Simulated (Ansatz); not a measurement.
CH5B2F: several calculations on one system

## 1. Relaxation

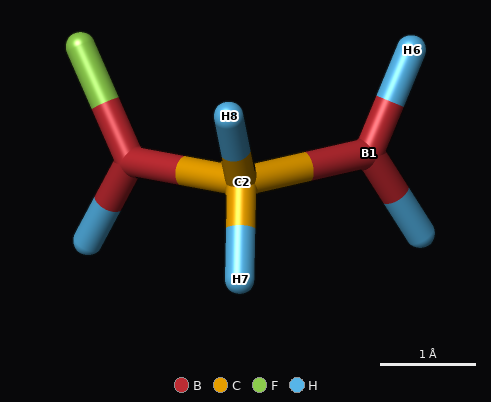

CH5B2F, before the relaxation. A stick model, seen face on.

The run prepares an end point of a later path (torsion) calculation, from a guessed geometry.

Computed with RKS PBE0-D4/def2-SVP (Ansatz).

Input
```yaml
crystal:
  periodic: [false, false, false]
  atoms:
    - { symbol: B, position_ang: [-0.32552, 1.18585, -0.45335] }
    - { symbol: C, position_ang: [0.61631, 0.10922, 0.19125] }
    - { symbol: B, position_ang: [-0.18769, -1.24535, 0.22012] }
    - { symbol: F, position_ang: [-0.95416, -1.51609, 1.25666] }
    - { symbol: H, position_ang: [-0.34593, 1.32251, -1.61392] }
    - { symbol: H, position_ang: [-1.02751, 1.83288, 0.22019] }
    - { symbol: H, position_ang: [1.52107, -0.02203, -0.39916] }
    - { symbol: H, position_ang: [0.87719, 0.3842, 1.21233] }
    - { symbol: H, position_ang: [-0.17376, -2.05118, -0.63413] }
basis:
  gaussian: { orbitals: def2-SVP }
hamiltonian:
  xc: pbe0
  dispersion: d4
relax:
  f_tol: 0.015
  max_steps: 40
```

Launched with:
```bash
ansatz run input.yaml --threads 1 --pin off --max-ram 2048MiB --backend cpu --events-out ev --progress --plain --runs-dir out
```

Where does the relaxation end?

The largest moves after the best rigid fit, 0.34 Å, are those of F4 and H6. By element the largest moves are H 0.34 Å, F 0.33 Å, C 0.13 Å, B 0.03 Å. Some distances before and after: B1–H5 1.169 → 1.210 Å, C2–H7 1.088 → 1.108 Å, B1–C2 1.569 → 1.554 Å, C2–B3 1.575 → 1.562 Å. Bond angles that change, for instance: B3–C2–H7 109.3° → 102.9°, B1–C2–H7 111.0° → 105.9°, B1–C2–H8 110.8° → 114.9°. The energy falls by 0.089 eV in 11 accepted moves (12 points after the start). Largest force component: 1.1 eV/Å at the start, 0.0036 eV/Å at the end. The line search rejected the trial step at point 11 of the run. The run took of the order of 30 core-seconds on a shared host.

The structure at the end:

```xyz
9

B    -0.3015    1.1837   -0.4695
C     0.5491    0.1373    0.3020
B    -0.1800   -1.2408    0.2148
F    -0.7355   -1.7660    1.2973
H    -0.4504    1.0803   -1.6663
H    -0.8500    2.0959    0.1048
H     1.4591   -0.0258   -0.3095
H     0.7911    0.4120    1.3376
H    -0.2820   -1.8765   -0.8112
```

The end point in the same view:

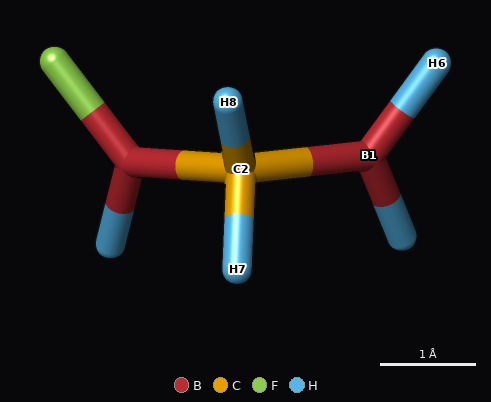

## 2. Relaxation

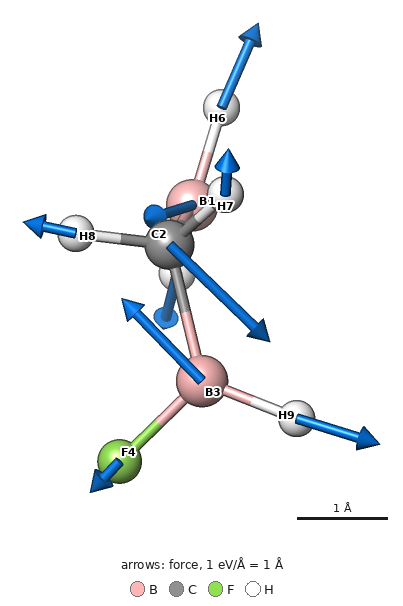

Starting geometry of CH5B2F with the computed forces as blue arrows. The picture is a ball-and-stick view, seen from a free direction.

The run prepares an end point of a later path (torsion) calculation, from a guessed geometry.

The calculation used RKS PBE0-D4/def2-SVP (Ansatz 0.2.0).

Input
```yaml
crystal:
  periodic: [false, false, false]
  atoms:
    - { symbol: B, position_ang: [-0.32552, 1.18585, -0.45335] }
    - { symbol: C, position_ang: [0.61631, 0.10922, 0.19125] }
    - { symbol: B, position_ang: [1.89617, 0.01326, -0.72246] }
    - { symbol: F, position_ang: [1.8962, -0.81892, -1.74358] }
    - { symbol: H, position_ang: [-0.34593, 1.32251, -1.61392] }
    - { symbol: H, position_ang: [-1.02751, 1.83288, 0.22019] }
    - { symbol: H, position_ang: [0.91321, 0.40163, 1.19661] }
    - { symbol: H, position_ang: [0.13008, -0.86503, 0.21744] }
    - { symbol: H, position_ang: [2.87298, 0.64869, -0.57634] }
basis:
  gaussian: { orbitals: def2-SVP }
hamiltonian:
  xc: pbe0
  dispersion: d4
relax:
  f_tol: 0.015
  max_steps: 40
```

Launched with:
```bash
ansatz run input.yaml --threads 1 --pin off --max-ram 2048MiB --backend cpu --events-out ev --progress --plain --runs-dir out
```

**Is this structure relaxed? If not, where do the atoms go?**

It isn't relaxed: the largest force vector, on C2, is 1.58 eV/Å. The final displacements have little in common with the starting forces (cosine between the two patterns −0.17). Over 24 accepted moves (27 points after the start) the energy falls by 21.7 kJ/mol. Largest force component: 1.3 eV/Å at the start, 0.0053 eV/Å at the end. The line search rejected the trial steps at points 9, 12, 15 of the run. The largest move after the best rigid fit is that of H6, 1.19 Å. Largest moves by element: H 1.19 Å, F 0.41 Å, C 0.21 Å, B 0.09 Å. Among the contacts that change: B1–H5 1.169 → 1.209 Å, C2–H7 1.088 → 1.108 Å, B1–C2 1.569 → 1.553 Å, C2–B3 1.575 → 1.561 Å. Bond angles that change, for instance: B3–C2–H7 109.3° → 102.7°, B1–C2–H7 111.0° → 106.0°, B1–C2–H8 110.8° → 114.9°. Groups turn about B1–C2 by about 75°.

## 3. Path

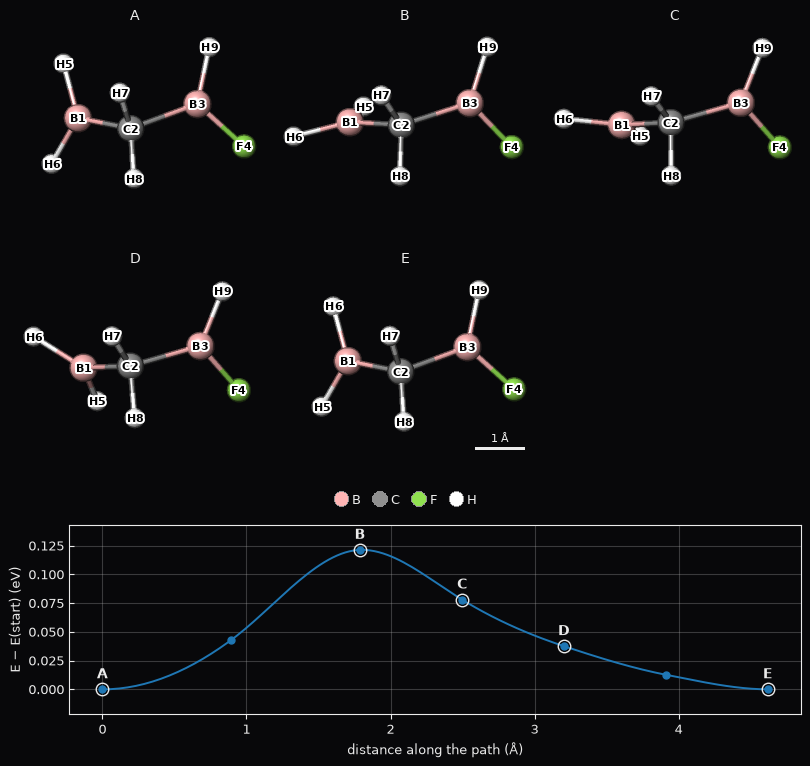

NEB run on CH5B2F. Images are numbered from 0 (start) to 6 (end). Frames A to E are images 0, 2, 3, 4, 6. The picture is a ball-and-stick view, seen at a tilt.

Theory: RKS PBE0-D4/def2-SVP in Ansatz. Settings: 5 movable images; climbing image; force threshold 0.03 eV/Å; iteration limit 60; starting path through a guess of the saddle point.

What happens along the path, and what is the barrier?

The motion is a rotation about the B1–C2 bond by about 180°. No bond forms or breaks between the ends. Bond angles that change up to the highest image, for instance: B3–C2–H7 102.9° → 114.2°, B1–C2–H8 114.9° → 104.9°. The two ends have the same energy, and the highest point, image 2, lies 0.121 eV above the start. The band is converged.

The run took of the order of 3 core-minutes on a shared host.
